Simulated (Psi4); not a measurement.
# BSiH4O2F (SMILES OB(F)O[SiH3]): CAM-B3LYP/STO-3G

Aim: the energy change on altering one bond length of BSiH4O2F at CAM-B3LYP/STO-3G, from 2 runs. 

The calculation is run with Psi4 1.11.

**1. The molecule**

BSiH4O2F: 9 atoms, total charge 0, spin state singlet. SMILES: `OB(F)O[SiH3]`. Geometry: relaxed at PBE0-D4/def2-TZVP. This is one conformer, not always the lowest.

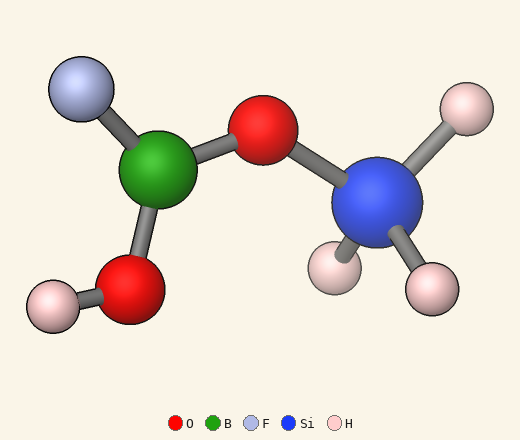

The structure, seen from a chosen angle (oxygen red, boron green, fluorine light blue, silicon blue, hydrogen pink).

**2. The energy at CAM-B3LYP/STO-3G**

bfh4o2si.inp reads:

```
memory 1.6 GB

molecule geom {
  O     -3.05020694     1.05201053     0.74455209
  B     -0.74719771     2.18660210     0.66650640
  F     -0.52402105     4.63134079     1.24325082
  O      1.33962685     0.88231313     0.01171630
  Si     1.76538215    -2.10685566    -0.80313360
  H     -4.38888892     2.17299607     1.23606986
  H      4.50113866    -2.40732211    -1.30561178
  H      0.29196269    -2.69777302    -3.11389071
  H      0.97925608    -3.80023924     1.28841527
  units au
  symmetry c1
}

set {
  reference            rks
  puream               true
  scf_type             pk
  dft_radial_points    99
  dft_spherical_points 590
}

result, w = energy('cam-b3lyp/STO-3G', return_wfn=True)
print_variables()
```

The run is started by

```console
$ psi4 bfh4o2si.inp bfh4o2si.out -n 1
```

bfh4o2si.out:

```text
[...]
  Running in c1 symmetry.
[...]
  Nuclear repulsion =  222.106224998276275
[...]
  Multiplicity = 1
[...]
  Nalpha       = 24
  Nbeta        = 24
[...]
    Number of basis functions: 33
[...]
   @RKS iter   1:  -559.75911012111237   -2.29195e+00   1.15035e-02 ADIIS/DIIS
[...]
   @RKS iter   8:  -559.86079847767223   -2.01974e-08   3.70849e-07 DIIS
[...]
    Orbital Energies [Eh]
    ---------------------
    Doubly Occupied:
       1A    -65.474670     2A    -24.431313     3A    -18.944573
       4A    -18.904536     5A     -6.659326     6A     -5.197601
       7A     -3.499714     8A     -3.497264     9A     -3.497218
      10A     -1.161919    11A     -1.033105    12A     -0.990960
      13A     -0.591226    14A     -0.538599    15A     -0.456754
      16A     -0.423482    17A     -0.405006    18A     -0.371396
      19A     -0.359859    20A     -0.316458    21A     -0.262101
      22A     -0.260434    23A     -0.250238    24A     -0.232532
[...]
  @RKS Final Energy:  -559.86079847767223
   => Energetics <=
    Nuclear Repulsion Energy =            222.1062249982762751
    One-Electron Energy =               -1220.5731399539677113
    Two-Electron Energy =                 479.1504778838828429
    DFT Exchange-Correlation Energy =     -40.5443614058637252
    Empirical Dispersion Energy =           0.0000000000000000
    VV10 Nonlocal Energy =                  0.0000000000000000
    Total Energy =                       -559.8607984776723470
[...]
 Multipole Moments:
 ------------------------------------------------------------------------------------
     Multipole            Electronic (a.u.)      Nuclear  (a.u.)        Total (a.u.)
 ------------------------------------------------------------------------------------
 L = 1.  Multiply by 2.5417464519 to convert [e a0] to [Debye]
 Dipole X            :         -1.5985289            1.2854045           -0.3131245
 Dipole Y            :          7.4183399           -7.5942871           -0.1759473
 Dipole Z            :          2.1079844           -2.1025089            0.0054755
 Magnitude           :                                                    0.3592135
[...]
```

It took 7.5 s on 1 thread of INTEL XEON PLATINUM 8581C at 2.10GHz (Emerald Rapids), shared host; peak memory 0.62 GiB.

**3. The distorted shape at the same level**

input.dat reads:

```
memory 1600 MB

molecule mol {
  0 1
  O     -4.41804929     1.20223998     0.99578551
  B     -2.11504006     2.33683155     0.91773982
  F     -1.89186340     4.78157023     1.49448424
  O     -0.02821550     1.03254258     0.26294972
  Si     0.39753980    -1.95662621    -0.55190018
  H     -5.75673127     2.32322552     1.48730328
  H      4.50113866    -2.40732211    -1.30561178
  H     -1.07587966    -2.54754357    -2.86265729
  H     -0.38858627    -3.65000979     1.53964869
  units bohr
  symmetry c1
}

set basis STO-3G
set reference rks
set puream true
set scf_type pk
set dft_radial_points 99
set dft_spherical_points 590

e_tot, wfn = energy('cam-b3lyp', return_wfn=True)
print_variables()
```

The run is started by

```console
$ psi4 -i input.dat -o output.dat -n 1
```

output.dat:

```text
[...]
  Running in c1 symmetry.
[...]
  Nuclear repulsion =  219.684446693999547
[...]
  Multiplicity = 1
[...]
  Nalpha       = 24
  Nbeta        = 24
[...]
    Number of basis functions: 33
[...]
   @RKS iter   1:  -559.59805173539235   -2.25927e+00   1.25175e-02 DIIS/ADIIS
[...]
   @RKS iter   9:  -559.73679830908577   -1.05968e-09   2.64484e-07 DIIS
[...]
    Orbital Energies [Eh]
    ---------------------
    Doubly Occupied:
       1A    -65.473622     2A    -24.438306     3A    -18.951333
       4A    -18.917508     5A     -6.668288     6A     -5.199243
       7A     -3.501274     8A     -3.498967     9A     -3.498343
      10A     -1.167804    11A     -1.039659    12A     -0.999566
      13A     -0.582471    14A     -0.543529    15A     -0.458421
      16A     -0.428958    17A     -0.411461    18A     -0.365272
      19A     -0.329934    20A     -0.289568    21A     -0.267654
      22A     -0.266557    23A     -0.240912    24A     -0.225634
[...]
  @RKS Final Energy:  -559.73679830908577
   => Energetics <=
    Nuclear Repulsion Energy =            219.6844466939995471
    One-Electron Energy =               -1215.5061048234713326
    Two-Electron Energy =                 476.5784387303825156
    DFT Exchange-Correlation Energy =     -40.4935789099965362
    Empirical Dispersion Energy =           0.0000000000000000
    VV10 Nonlocal Energy =                  0.0000000000000000
    Total Energy =                       -559.7367983090857706
[...]
 Multipole Moments:
 ------------------------------------------------------------------------------------
     Multipole            Electronic (a.u.)      Nuclear  (a.u.)        Total (a.u.)
 ------------------------------------------------------------------------------------
 L = 1.  Multiply by 2.5417464519 to convert [e a0] to [Debye]
 Dipole X            :         -2.5486498            1.9493517           -0.5992981
 Dipole Y            :          7.5824300           -7.6672081           -0.0847781
 Dipole Z            :          2.2974659           -2.2244569            0.0730089
 Magnitude           :                                                    0.6096522
[...]
```

Run time: 7.2 s. Hardware: 1 thread of INTEL XEON PLATINUM 8581C at 2.10GHz (Emerald Rapids), shared host; peak memory 0.61 GiB.

**4. What came out**

Level: CAM-B3LYP/STO-3G.

| quantity | value |
| --- | --- |
| first shape: total energy | -559.86080 Eh |
| first shape: dipole moment | 0.91 D |
| first shape: HOMO energy | -6.33 eV |
| first shape: LUMO energy | 7.37 eV |
| first shape: HOMO–LUMO gap | 13.70 eV |
| distorted shape: total energy | -559.73680 Eh |
| distorted shape: dipole moment | 1.55 D |
| distorted shape: HOMO energy | -6.14 eV |
| distorted shape: LUMO energy | 3.47 eV |
| distorted shape: HOMO–LUMO gap | 9.61 eV |
| energy change with the Si5–H7 bond stretched from 1.480 to 2.221 Å | 3.374 eV |

With the Si5–H7 bond stretched from 1.480 to 2.221 Å the energy rises by 3.37 eV (326 kJ/mol). The first shape isn't relaxed at this level, so the change isn't measured from a minimum. The minimal basis adds a large error of its own.
